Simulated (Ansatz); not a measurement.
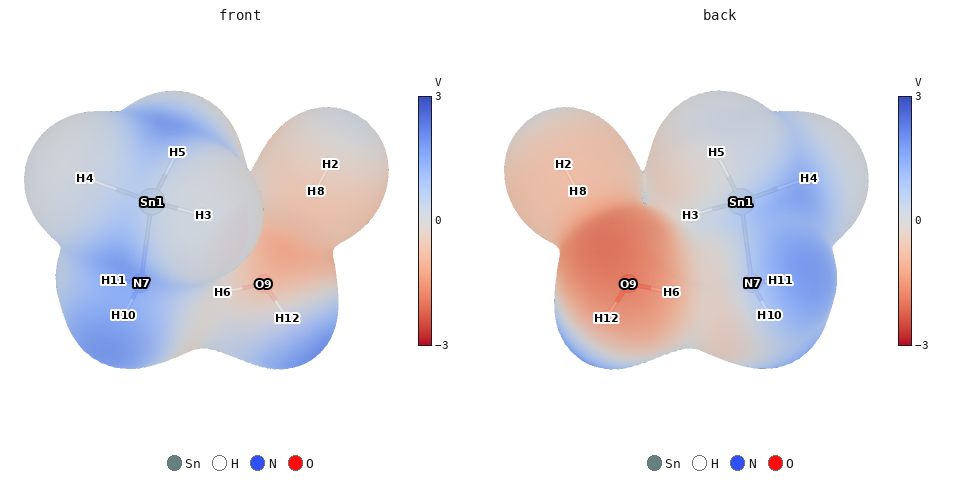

Figure. H5NSn···H2···H2O. The molecular electrostatic potential painted on the density surface at 0.002 e/bohr³, seen from the front and from behind; the colour scale runs from red (negative) to blue (positive).

The product side of a reaction path; geometry: PBE0-D4/def2-TZVP; core potentials replace the inner electrons of Sn.

Method: RKS PBE0-D4/def2-TZVPP in Ansatz 0.2.0.

The calculation's input:

```
crystal:
  periodic: [false, false, false]
  atoms:
    - {symbol: Sn, position_ang: [-0.761678, 0.678232, -1.166451]}
    - {symbol: H, position_ang: [-0.072575, -3.281823, -0.453783]}
    - {symbol: H, position_ang: [0.522671, -0.093689, -1.968210]}
    - {symbol: H, position_ang: [-1.482586, 1.849514, -2.190553]}
    - {symbol: H, position_ang: [-1.932804, -0.386797, -0.554325]}
    - {symbol: H, position_ang: [0.715973, 0.017885, 1.319833]}
    - {symbol: N, position_ang: [0.081621, 1.585804, 0.473800]}
    - {symbol: H, position_ang: [0.119180, -2.758205, 0.047122]}
    - {symbol: O, position_ang: [0.857005, -0.923861, 1.547590]}
    - {symbol: H, position_ang: [0.760996, 2.291572, 0.215433]}
    - {symbol: H, position_ang: [-0.609799, 2.044960, 1.055210]}
    - {symbol: H, position_ang: [1.801997, -1.023593, 1.674334]}
basis:
  gaussian: {orbitals: def2-TZVPP}
hamiltonian: {xc: pbe0, dispersion: d4}
output: {orbitals: {seedname: orbitals}}
```

Run with:

```sh
ansatz run in.yaml --threads 4 --pin off --events-out ev --progress --plain --max-ram 9574MiB
```

Where is the surface potential most negative and most positive?

Answer. The most negative region (about −2.0 V, or −46 kcal/mol for a unit charge) lies over O9, the most positive (about +1.9 V, or +44 kcal/mol for a unit charge) over H10, H11 and H12. O9 is the likeliest acceptor of a hydrogen bond.
